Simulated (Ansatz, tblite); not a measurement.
**C4H12O2Si: chosen isomers compared**

Aim: relax some chosen isomers of C4H12O2Si, and see how the levels of theory order them.

The runs use Ansatz 0.2.0, Gaussian basis; relaxed with B3LYP-D4/def2-SVP, singlet.

2 further runs of the same task are left out: 2 set aside as unsound or not needed. Runs told in other sessions of the task aren't counted.

## 1. The system as given

19 atoms, charge 0, spin multiplicity 1.

Atoms are counted from 1 here; the program's logs count them from 0.

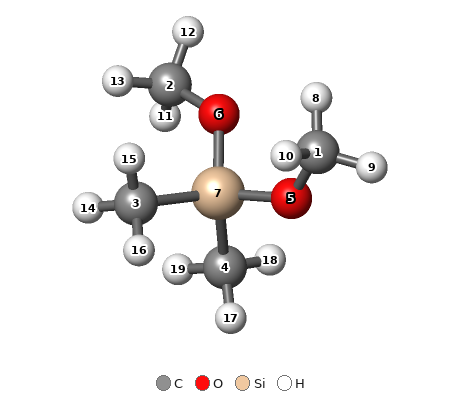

Start geometry, drawn with carbon grey, oxygen red, silicon light orange, hydrogen white; atoms are numbered from 1 in the order of the file.

The isomers as started, chosen beforehand: A: Si(OMe)2Me2; B: Si(OEt)2H2. The structure above is A.

## 2. Relaxing candidate A

in.yaml reads:

```yaml
crystal:
  periodic: [false, false, false]
  atoms:
    - {symbol: C, position_ang: [0.928560, 0.249080, 2.517290]}
    - {symbol: C, position_ang: [1.454350, -0.187170, -1.990650]}
    - {symbol: C, position_ang: [-1.080650, 1.538570, -0.238680]}
    - {symbol: C, position_ang: [-1.463160, -1.577420, -0.352790]}
    - {symbol: O, position_ang: [0.015900, -0.417900, 1.691400]}
    - {symbol: O, position_ang: [1.169870, -0.263590, -0.624160]}
    - {symbol: Si, position_ang: [-0.289610, -0.164260, 0.117330]}
    - {symbol: H, position_ang: [1.916870, 0.281490, 2.056120]}
    - {symbol: H, position_ang: [0.983900, -0.297110, 3.460010]}
    - {symbol: H, position_ang: [0.593470, 1.270830, 2.711730]}
    - {symbol: H, position_ang: [0.936230, -0.976470, -2.540190]}
    - {symbol: H, position_ang: [2.530930, -0.310340, -2.114890]}
    - {symbol: H, position_ang: [1.152520, 0.780310, -2.398990]}
    - {symbol: H, position_ang: [-1.413090, 1.623780, -1.269410]}
    - {symbol: H, position_ang: [-0.375130, 2.346560, -0.057790]}
    - {symbol: H, position_ang: [-1.945720, 1.714020, 0.393430]}
    - {symbol: H, position_ang: [-2.370850, -1.557820, 0.238930]}
    - {symbol: H, position_ang: [-0.993250, -2.543900, -0.201320]}
    - {symbol: H, position_ang: [-1.751150, -1.508660, -1.397360]}
basis:
  gaussian: {orbitals: def2-SVP}
hamiltonian: {xc: {name: B3LYP}, dispersion: d4}
scf: {lower_state_search: "off"}
output: {orbitals: {seedname: orbitals}}
relax: {f_tol: 0.02, max_steps: 100}
```

Launch:

```
ansatz run in.yaml --threads 4 --pin off --events-out ev --progress --plain --max-ram 4787MiB
```

The log of the run, cut to the lines that bear on the results:

```text
Functional definition: B3LYP
  name "B3LYP"
  cite "Stephens, Devlin, Chabalowski & Frisch, J. Phys. Chem. 98, 11623 (1994) doi:10.1021/j100096a001"
  cite "Becke, Phys. Rev. A 38, 3098 (1988) doi:10.1103/PhysRevA.38.3098"
  cite "Lee, Yang & Parr, Phys. Rev. B 37, 785 (1988) doi:10.1103/PhysRevB.37.785"
  cite "Vosko, Wilk & Nusair, Can. J. Phys. 58, 1200 (1980) doi:10.1139/p80-159"
[...]
1766 factors; integrals over basis functions are off by at most 3.4e-4 eV
[...]
mean field -16309.76960068 eV, -599.3729776661 hartree, gradient 1.4e-6 eV, S^2 0.000000; 0 other end points of the search recorded, 0 dependent functions left out
[...]
reference -16309.76989327 eV, -599.3729884185 hartree; 33, 33 occupied and 129, 129 virtual orbitals, 1766 factors
relax step   1: F+E_penalty+E_count = -16310.43967496 eV  Δ(F+E_penalty+E_count) = +0.000e0 eV  max|allowed force component| = 1.627e0 eV/Å  Δτ_max = 0.0000 Å  (16 SCF iters, accepted)
[...]
relax step   5: F+E_penalty+E_count = -16310.57357842 eV  Δ(F+E_penalty+E_count) = -9.832e-4 eV  max|allowed force component| = 4.340e-2 eV/Å  Δτ_max = 0.0253 Å  (19 SCF iters, accepted)
[...]
relax step   6: F+E_penalty+E_count = -16310.57391910 eV  Δ(F+E_penalty+E_count) = -3.407e-4 eV  max|allowed force component| = 8.556e-3 eV/Å  Δτ_max = 0.0174 Å  (19 SCF iters, accepted)
Total energy: -16310.57421438 eV, -599.4025466743 hartree
[...]
Atom 4 at    -0.018896    -0.426187     1.753019 Å, force     0.005188     0.003174    -0.001980 eV/Å
Atom 5 at     1.159971    -0.334284    -0.624335 Å, force    -0.002283    -0.001988     0.002503 eV/Å
Atom 6 at    -0.326308    -0.208251     0.135209 Å, force    -0.006374     0.007364    -0.003487 eV/Å
Atom 7 at     1.928256     0.265665     2.044022 Å, force    -0.000969     0.000230     0.002935 eV/Å
Atom 8 at     1.000447    -0.168226     3.511226 Å, force     0.001501     0.000986     0.001134 eV/Å
Atom 9 at     0.635437     1.348940     2.644652 Å, force     0.001197     0.000224     0.000083 eV/Å
Atom 10 at     0.928755    -0.958536    -2.605345 Å, force     0.000256     0.001997     0.000423 eV/Å
Atom 11 at     2.516363    -0.281071    -2.157454 Å, force     0.000436    -0.000647    -0.000091 eV/Å
Atom 12 at     1.118938     0.805122    -2.379189 Å, force     0.000716     0.000595    -0.000270 eV/Å
Atom 13 at    -1.270759     1.638938    -1.265919 Å, force     0.001197    -0.001029     0.000542 eV/Å
Atom 14 at    -0.351433     2.288149     0.111539 Å, force    -0.001301    -0.002027     0.001347 eV/Å
Atom 15 at    -1.991223     1.633071     0.360578 Å, force     0.000384    -0.000561     0.001473 eV/Å
Atom 16 at    -2.425090    -1.534944     0.178575 Å, force     0.001220    -0.000028    -0.001705 eV/Å
Atom 17 at    -1.015930    -2.563741    -0.190840 Å, force    -0.000871     0.001025     0.000837 eV/Å
Atom 18 at    -1.719235    -1.519428    -1.456740 Å, force     0.000584    -0.002541     0.000900 eV/Å
Dipole moment:    -0.034018     0.203558    -0.242866 e Å
Checks for a lower state left out: stability, starts, cluster_reference, orbital_swaps, neighbouring_geometries, increment
```

It took 18 s on 4 threads of Arm Neoverse V2, shared host.

Step by step:

| step | energy from step 1 (eV) | largest force component (eV/Å) |
| --- | --- | --- |
| 1 | 0.0000 | 1.6267 |
| 2 | -0.1077 | 0.8468 |
| 3 | -0.1296 | 0.1923 |
| 4 | -0.1329 | 0.0852 |
| 5 | -0.1339 | 0.0434 |
| 6 | -0.1342 | 0.0086 |

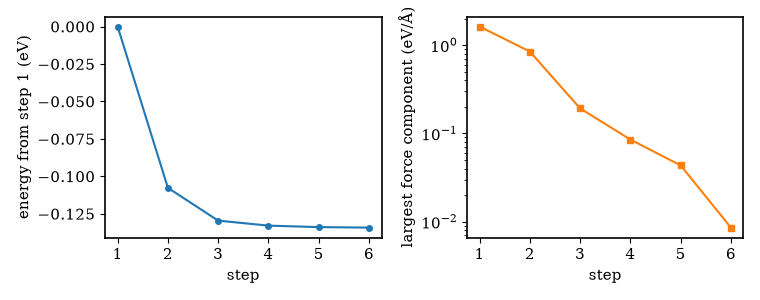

Energy and force, step by step.

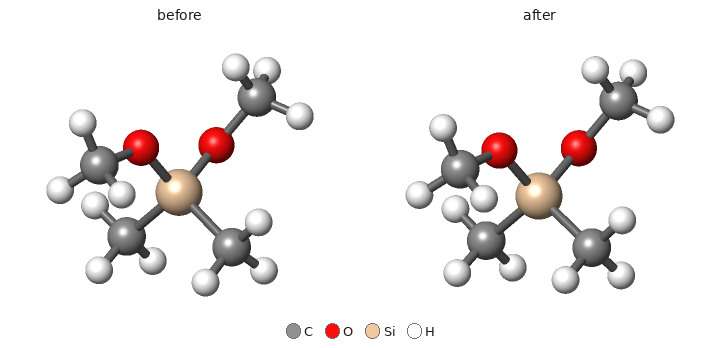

The geometry before (left) and after (right).

Close pairs (by a distance rule), those that changed most:

| bond | before (Å) | after (Å) | change (Å) |
| --- | --- | --- | --- |
| O5–Si7 | 1.623 | 1.661 | +0.038 |
| O6–Si7 | 1.640 | 1.674 | +0.034 |
| C3–Si7 | 1.911 | 1.878 | -0.033 |
| C4–Si7 | 1.896 | 1.866 | -0.030 |
| C4–H17 | 1.084 | 1.102 | +0.018 |
| C4–H19 | 1.086 | 1.103 | +0.017 |
| C3–H16 | 1.086 | 1.102 | +0.017 |
| C3–H14 | 1.086 | 1.103 | +0.017 |

## 3. Relaxing candidate B

in.yaml reads:

```yaml
crystal:
  periodic: [false, false, false]
  atoms:
    - {symbol: C, position_ang: [-1.769800, 0.154720, 1.904070]}
    - {symbol: C, position_ang: [-1.219780, 0.090000, 3.320100]}
    - {symbol: C, position_ang: [1.221120, -0.121980, -2.297110]}
    - {symbol: C, position_ang: [2.740540, -0.102590, -2.236430]}
    - {symbol: O, position_ang: [-0.719760, 0.078840, 0.990490]}
    - {symbol: O, position_ang: [0.701420, -0.060490, -1.005340]}
    - {symbol: Si, position_ang: [-0.856330, -0.014480, -0.608970]}
    - {symbol: H, position_ang: [-2.318440, 1.092700, 1.750460]}
    - {symbol: H, position_ang: [-2.471730, -0.670170, 1.729660]}
    - {symbol: H, position_ang: [-2.030500, 0.152290, 4.041380]}
    - {symbol: H, position_ang: [-0.683280, -0.843810, 3.463530]}
    - {symbol: H, position_ang: [-0.529670, 0.912990, 3.483910]}
    - {symbol: H, position_ang: [0.869640, -1.036740, -2.790440]}
    - {symbol: H, position_ang: [0.852700, 0.730490, -2.881400]}
    - {symbol: H, position_ang: [3.156750, -0.129920, -3.240070]}
    - {symbol: H, position_ang: [3.075570, 0.800300, -1.732400]}
    - {symbol: H, position_ang: [3.098570, -0.962160, -1.676140]}
    - {symbol: H, position_ang: [-1.542190, 1.152750, -1.180290]}
    - {symbol: H, position_ang: [-1.574830, -1.222750, -1.035010]}
basis:
  gaussian: {orbitals: def2-SVP}
hamiltonian: {xc: {name: B3LYP}, dispersion: d4}
scf: {lower_state_search: "off"}
output: {orbitals: {seedname: orbitals}}
relax: {f_tol: 0.02, max_steps: 100}
```

Launched as before.

The log of the run:

```text
Functional definition: B3LYP
  name "B3LYP"
  cite "Stephens, Devlin, Chabalowski & Frisch, J. Phys. Chem. 98, 11623 (1994) doi:10.1021/j100096a001"
  cite "Becke, Phys. Rev. A 38, 3098 (1988) doi:10.1103/PhysRevA.38.3098"
  cite "Lee, Yang & Parr, Phys. Rev. B 37, 785 (1988) doi:10.1103/PhysRevB.37.785"
  cite "Vosko, Wilk & Nusair, Can. J. Phys. 58, 1200 (1980) doi:10.1139/p80-159"
  parameter a0 = 0.2
  parameter ax = 0.72
  parameter ac = 0.81
  exchange = (1 - a0 - ax)*slater_x + ax*b88_x + a0*exact_x
  correlation = (1 - ac)*vwn_rpa_c + ac*lyp_c
these checks for a lower state are left out or cut short: stability, starts, cluster_reference, orbital_swaps, neighbouring_geometries, increment
1770 factors; integrals over basis functions are off by at most 4.5e-4 eV
mean field evaluation 1: about -16296.0794 eV, gradient 7.7e1 eV
mean field evaluation 2: about -16282.2962 eV, gradient 1.1e2 eV
mean field evaluation 4: about -16308.9801 eV, gradient 5.0e0 eV
mean field evaluation 8: about -16309.0557 eV, gradient 4.1e-2 eV
mean field evaluation 16: about -16309.0557 eV, gradient 2.3e-6 eV
mean field -16309.05567387 eV, -599.3467413398 hartree, gradient 2.4e-6 eV, S^2 0.000000; 0 other end points of the search recorded, 0 dependent functions left out
the calculation of the forces begins
reference -16309.05599820 eV, -599.3467532587 hartree; 33, 33 occupied and 129, 129 virtual orbitals, 1770 factors
relax step   1: F+E_penalty+E_count = -16309.64154109 eV  Δ(F+E_penalty+E_count) = +0.000e0 eV  max|allowed force component| = 1.297e0 eV/Å  Δτ_max = 0.0000 Å  (15 SCF iters, accepted)
these checks for a lower state are left out or cut short: stability, starts, cluster_reference, orbital_swaps, neighbouring_geometries, increment
1770 factors; integrals over basis functions are off by at most 4.8e-4 eV
mean field -16309.21390328 eV, -599.3525561632 hartree, gradient 2.1e-6 eV, S^2 0.000000; 0 other end points of the search recorded, 0 dependent functions left out
the calculation of the forces begins
reference -16309.21422965 eV, -599.3525681572 hartree; 33, 33 occupied and 129, 129 virtual orbitals, 1770 factors
relax step   2: F+E_penalty+E_count = -16309.79348817 eV  Δ(F+E_penalty+E_count) = -1.519e-1 eV  max|allowed force component| = 7.168e-1 eV/Å  Δτ_max = 0.0673 Å  (19 SCF iters, accepted)
these checks for a lower state are left out or cut short: stability, starts, cluster_reference, orbital_swaps, neighbouring_geometries, increment
1770 factors; integrals over basis functions are off by at most 4.8e-4 eV
mean field evaluation 32: about -16309.2324 eV, gradient 2.9e-6 eV
mean field -16309.23244641 eV, -599.3532376109 hartree, gradient 2.9e-6 eV, S^2 0.000000; 0 other end points of the search recorded, 0 dependent functions left out
the calculation of the forces begins
reference -16309.23277407 eV, -599.3532496519 hartree; 33, 33 occupied and 129, 129 virtual orbitals, 1770 factors
relax step   3: F+E_penalty+E_count = -16309.80721861 eV  Δ(F+E_penalty+E_count) = -1.373e-2 eV  max|allowed force component| = 5.678e-1 eV/Å  Δτ_max = 0.0852 Å  (17 SCF iters, accepted)
[... from here on, the SCF cycles and remarks between the steps are left out ...]
relax step   4: F+E_penalty+E_count = -16309.82562252 eV  Δ(F+E_penalty+E_count) = -1.840e-2 eV  max|allowed force component| = 1.740e-1 eV/Å  Δτ_max = 0.0484 Å  (18 SCF iters, accepted)
relax step   5: F+E_penalty+E_count = -16309.82976497 eV  Δ(F+E_penalty+E_count) = -4.142e-3 eV  max|allowed force component| = 1.055e-1 eV/Å  Δτ_max = 0.0725 Å  (16 SCF iters, accepted)
relax step   6: F+E_penalty+E_count = -16309.83732433 eV  Δ(F+E_penalty+E_count) = -7.559e-3 eV  max|allowed force component| = 5.192e-2 eV/Å  Δτ_max = 0.1013 Å  (17 SCF iters, accepted)
relax step   7: F+E_penalty+E_count = -16309.81979667 eV  Δ(F+E_penalty+E_count) = +1.753e-2 eV  max|allowed force component| = 3.220e-1 eV/Å  Δτ_max = 0.1954 Å  (19 SCF iters, rejected (line search))
relax step   8: F+E_penalty+E_count = -16309.84369359 eV  Δ(F+E_penalty+E_count) = -6.369e-3 eV  max|allowed force component| = 4.283e-2 eV/Å  Δτ_max = 0.0977 Å  (17 SCF iters, accepted)
relax step   9: F+E_penalty+E_count = -16309.84680955 eV  Δ(F+E_penalty+E_count) = -3.116e-3 eV  max|allowed force component| = 9.728e-2 eV/Å  Δτ_max = 0.0975 Å  (18 SCF iters, accepted)
relax step  10: F+E_penalty+E_count = -16309.85008830 eV  Δ(F+E_penalty+E_count) = -3.279e-3 eV  max|allowed force component| = 9.244e-2 eV/Å  Δτ_max = 0.0435 Å  (18 SCF iters, accepted)
relax step  11: F+E_penalty+E_count = -16309.85388379 eV  Δ(F+E_penalty+E_count) = -3.795e-3 eV  max|allowed force component| = 1.439e-1 eV/Å  Δτ_max = 0.1107 Å  (16 SCF iters, accepted)
relax step  12: F+E_penalty+E_count = -16309.85787043 eV  Δ(F+E_penalty+E_count) = -3.987e-3 eV  max|allowed force component| = 2.179e-1 eV/Å  Δτ_max = 0.0876 Å  (19 SCF iters, accepted)
relax step  13: F+E_penalty+E_count = -16309.86266709 eV  Δ(F+E_penalty+E_count) = -4.797e-3 eV  max|allowed force component| = 2.410e-1 eV/Å  Δτ_max = 0.0846 Å  (19 SCF iters, accepted)
relax step  14: F+E_penalty+E_count = -16309.86906113 eV  Δ(F+E_penalty+E_count) = -6.394e-3 eV  max|allowed force component| = 3.212e-1 eV/Å  Δτ_max = 0.1663 Å  (17 SCF iters, accepted)
relax step  15: F+E_penalty+E_count = -16309.87771249 eV  Δ(F+E_penalty+E_count) = -8.651e-3 eV  max|allowed force component| = 3.073e-1 eV/Å  Δτ_max = 0.0864 Å  (18 SCF iters, accepted)
relax step  16: F+E_penalty+E_count = -16309.89431917 eV  Δ(F+E_penalty+E_count) = -1.661e-2 eV  max|allowed force component| = 3.008e-1 eV/Å  Δτ_max = 0.1953 Å  (17 SCF iters, accepted)
relax step  17: F+E_penalty+E_count = -16309.90866251 eV  Δ(F+E_penalty+E_count) = -1.434e-2 eV  max|allowed force component| = 3.233e-1 eV/Å  Δτ_max = 0.1952 Å  (17 SCF iters, accepted)
relax step  18: F+E_penalty+E_count = -16309.92043061 eV  Δ(F+E_penalty+E_count) = -1.177e-2 eV  max|allowed force component| = 3.960e-1 eV/Å  Δτ_max = 0.1753 Å  (17 SCF iters, accepted)
relax step  19: F+E_penalty+E_count = -16309.93816753 eV  Δ(F+E_penalty+E_count) = -1.774e-2 eV  max|allowed force component| = 3.969e-1 eV/Å  Δτ_max = 0.1483 Å  (18 SCF iters, accepted)
relax step  20: F+E_penalty+E_count = -16309.96471834 eV  Δ(F+E_penalty+E_count) = -2.655e-2 eV  max|allowed force component| = 2.819e-1 eV/Å  Δτ_max = 0.1950 Å  (17 SCF iters, accepted)
relax step  21: F+E_penalty+E_count = -16309.98631766 eV  Δ(F+E_penalty+E_count) = -2.160e-2 eV  max|allowed force component| = 1.322e-1 eV/Å  Δτ_max = 0.1936 Å  (17 SCF iters, accepted)
relax step  22: F+E_penalty+E_count = -16310.00305445 eV  Δ(F+E_penalty+E_count) = -1.674e-2 eV  max|allowed force component| = 1.656e-1 eV/Å  Δτ_max = 0.1952 Å  (17 SCF iters, accepted)
relax step  23: F+E_penalty+E_count = -16310.01137194 eV  Δ(F+E_penalty+E_count) = -8.317e-3 eV  max|allowed force component| = 1.991e-1 eV/Å  Δτ_max = 0.1948 Å  (17 SCF iters, accepted)
relax step  24: F+E_penalty+E_count = -16310.01149019 eV  Δ(F+E_penalty+E_count) = -1.183e-4 eV  max|allowed force component| = 2.952e-1 eV/Å  Δτ_max = 0.0468 Å  (18 SCF iters, accepted)
relax step  25: F+E_penalty+E_count = -16310.01966922 eV  Δ(F+E_penalty+E_count) = -8.179e-3 eV  max|allowed force component| = 5.005e-2 eV/Å  Δτ_max = 0.0474 Å  (18 SCF iters, accepted)
relax step  26: F+E_penalty+E_count = -16310.02170878 eV  Δ(F+E_penalty+E_count) = -2.040e-3 eV  max|allowed force component| = 9.545e-3 eV/Å  Δτ_max = 0.0548 Å  (18 SCF iters, accepted)
relax step  27: F+E_penalty+E_count = -16310.02010936 eV  Δ(F+E_penalty+E_count) = +1.599e-3 eV  max|allowed force component| = 1.627e-1 eV/Å  Δτ_max = 0.1980 Å  (17 SCF iters, rejected (line search))
relax step  28: F+E_penalty+E_count = -16310.02471379 eV  Δ(F+E_penalty+E_count) = -3.005e-3 eV  max|allowed force component| = 7.753e-2 eV/Å  Δτ_max = 0.0968 Å  (16 SCF iters, accepted)
relax step  29: F+E_penalty+E_count = -16310.02627760 eV  Δ(F+E_penalty+E_count) = -1.564e-3 eV  max|allowed force component| = 9.957e-2 eV/Å  Δτ_max = 0.0979 Å  (18 SCF iters, accepted)
relax step  30: F+E_penalty+E_count = -16310.02809062 eV  Δ(F+E_penalty+E_count) = -1.813e-3 eV  max|allowed force component| = 4.921e-2 eV/Å  Δτ_max = 0.0312 Å  (19 SCF iters, accepted)
relax step  31: F+E_penalty+E_count = -16310.02995083 eV  Δ(F+E_penalty+E_count) = -1.860e-3 eV  max|allowed force component| = 7.442e-2 eV/Å  Δτ_max = 0.0673 Å  (19 SCF iters, accepted)
relax step  32: F+E_penalty+E_count = -16310.03125191 eV  Δ(F+E_penalty+E_count) = -1.301e-3 eV  max|allowed force component| = 6.985e-2 eV/Å  Δτ_max = 0.1133 Å  (18 SCF iters, accepted)
relax step  33: F+E_penalty+E_count = -16310.03196561 eV  Δ(F+E_penalty+E_count) = -7.137e-4 eV  max|allowed force component| = 6.475e-2 eV/Å  Δτ_max = 0.0085 Å  (13 SCF iters, accepted)
relax step  34: F+E_penalty+E_count = -16310.03268828 eV  Δ(F+E_penalty+E_count) = -7.227e-4 eV  max|allowed force component| = 4.080e-2 eV/Å  Δτ_max = 0.0361 Å  (19 SCF iters, accepted)
these checks for a lower state are left out or cut short: stability, starts, cluster_reference, orbital_swaps, neighbouring_geometries, increment
1770 factors; integrals over basis functions are off by at most 4.0e-4 eV
mean field -16309.37018637 eV, -599.3582994608 hartree, gradient 1.7e-6 eV, S^2 0.000000; 0 other end points of the search recorded, 0 dependent functions left out
the calculation of the forces begins
reference -16309.37048066 eV, -599.3583102758 hartree; 33, 33 occupied and 129, 129 virtual orbitals, 1770 factors
relax step  35: F+E_penalty+E_count = -16310.03292734 eV  Δ(F+E_penalty+E_count) = -2.391e-4 eV  max|allowed force component| = 1.478e-2 eV/Å  Δτ_max = 0.0389 Å  (19 SCF iters, accepted)
Total energy: -16310.03322163 eV, -599.3826655573 hartree
Atom 0 at    -1.458275     0.392701     1.684331 Å, force    -0.005467    -0.001850     0.014782 eV/Å
Atom 1 at    -0.192009    -0.287968     2.184674 Å, force     0.002537     0.000753    -0.006703 eV/Å
Atom 2 at     1.113480    -0.390605    -1.930202 Å, force     0.010583     0.001587    -0.009190 eV/Å
Atom 3 at     2.004845     0.277113    -0.892566 Å, force    -0.005457    -0.000740     0.004408 eV/Å
Atom 4 at    -1.319433     0.899442     0.366657 Å, force    -0.000168     0.000468    -0.005817 eV/Å
Atom 5 at    -0.090954    -0.890761    -1.371987 Å, force    -0.004023    -0.001119     0.001310 eV/Å
Atom 6 at    -1.446240     0.008685    -1.030789 Å, force     0.003923     0.000568     0.003105 eV/Å
Atom 7 at    -1.713368     1.247176     2.334064 Å, force     0.002968    -0.007371    -0.005382 eV/Å
Atom 8 at    -2.311417    -0.313113     1.734467 Å, force     0.007031     0.005683    -0.000364 eV/Å
Atom 9 at    -0.323945    -0.627981     3.224817 Å, force    -0.000446     0.001063    -0.003048 eV/Å
Atom 10 at     0.059633    -1.162274     1.563672 Å, force    -0.001288     0.006428     0.004978 eV/Å
Atom 11 at     0.661193     0.407664     2.153331 Å, force    -0.006440    -0.005586     0.000208 eV/Å
Atom 12 at     1.637562    -1.246842    -2.387961 Å, force    -0.003998     0.007563     0.004421 eV/Å
Atom 13 at     0.888311     0.321604    -2.749102 Å, force     0.002147    -0.005816     0.006800 eV/Å
Atom 14 at     2.947803     0.612111    -1.354632 Å, force    -0.002763    -0.000921     0.000534 eV/Å
Atom 15 at     1.506921     1.152998    -0.447287 Å, force     0.004206    -0.006478    -0.002804 eV/Å
Atom 16 at     2.247844    -0.425050    -0.079691 Å, force    -0.001976     0.005739    -0.006238 eV/Å
Atom 17 at    -1.662744     1.003527    -2.114786 Å, force    -0.000807     0.000117    -0.000198 eV/Å
Atom 18 at    -2.549208    -0.978437    -0.887010 Å, force    -0.000561    -0.000087    -0.000802 eV/Å
Dipole moment:     0.147813    -0.000940     0.105233 e Å
Checks for a lower state left out: stability, starts, cluster_reference, orbital_swaps, neighbouring_geometries, increment
```

It took 96 s on 4 threads of Arm Neoverse V2, shared host.

The steps of the relaxation: (not every step is listed) (the energy doesn't fall at every step)

| step | energy from step 1 (eV) | largest force component (eV/Å) |
| --- | --- | --- |
| 1 | 0.0000 | 1.2973 |
| 2 | -0.1519 | 0.7168 |
| 3 | -0.1657 | 0.5678 |
| 4 | -0.1841 | 0.1740 |
| 5 | -0.1882 | 0.1055 |
| 6 | -0.1958 | 0.0519 |
| 7 | -0.1783 | 0.3220 |
| 8 | -0.2022 | 0.0428 |
| 9 | -0.2053 | 0.0973 |
| 11 | -0.2123 | 0.1439 |
| 13 | -0.2211 | 0.2410 |
| 15 | -0.2362 | 0.3073 |
| 17 | -0.2671 | 0.3233 |
| 19 | -0.2966 | 0.3969 |
| 21 | -0.3448 | 0.1322 |
| 23 | -0.3698 | 0.1991 |
| 25 | -0.3781 | 0.0500 |
| 27 | -0.3786 | 0.1627 |
| 29 | -0.3847 | 0.0996 |
| 30 | -0.3865 | 0.0492 |
| 31 | -0.3884 | 0.0744 |
| 32 | -0.3897 | 0.0698 |
| 33 | -0.3904 | 0.0648 |
| 34 | -0.3911 | 0.0408 |
| 35 | -0.3914 | 0.0148 |

The force was under the threshold of 0.02 eV/Å already at step 26, but the program went on to step 35.

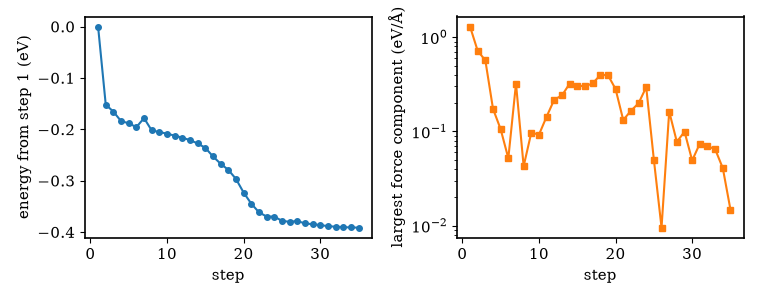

Energy and largest force along the relaxation.

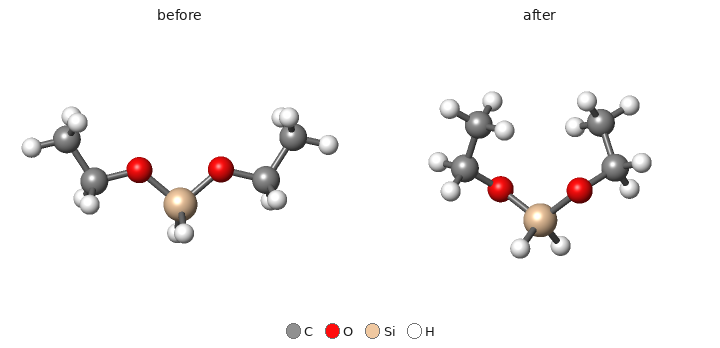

Before and after, at one scale.

Distances of close pairs at the start and the end, largest changes first:

| bond | before (Å) | after (Å) | change (Å) |
| --- | --- | --- | --- |
| O5–Si7 | 1.608 | 1.662 | +0.054 |
| O6–Si7 | 1.608 | 1.662 | +0.054 |
| C3–O6 | 1.394 | 1.419 | +0.025 |
| C1–O5 | 1.394 | 1.419 | +0.025 |
| Si7–H19 | 1.469 | 1.487 | +0.018 |
| Si7–H18 | 1.469 | 1.487 | +0.018 |
| C4–H15 | 1.087 | 1.102 | +0.015 |
| C2–H10 | 1.087 | 1.102 | +0.015 |

## 4. The relaxed candidates

| candidate | point group | bonds (count, mean Å) | energy above the lowest (kJ/mol) |
| --- | --- | --- | --- |
| A | C1 | C–O 2, 1.41; O–Si 2, 1.67; C–Si 2, 1.87; C–H 12, 1.10 | 0.0 |
| B | C2 | C–C 2, 1.52; C–O 2, 1.42; O–Si 2, 1.66; C–H 10, 1.10; H–Si 2, 1.49 | 52.2 |

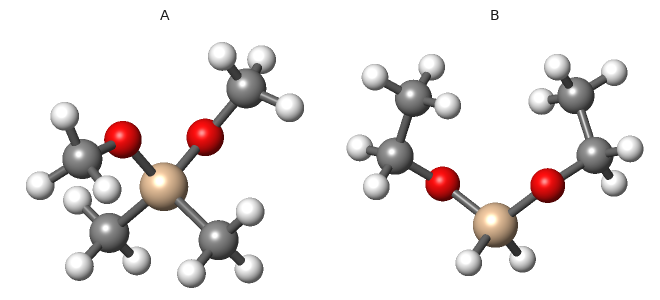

The candidates after relaxation.

(Part 1 of 2 ends here.)
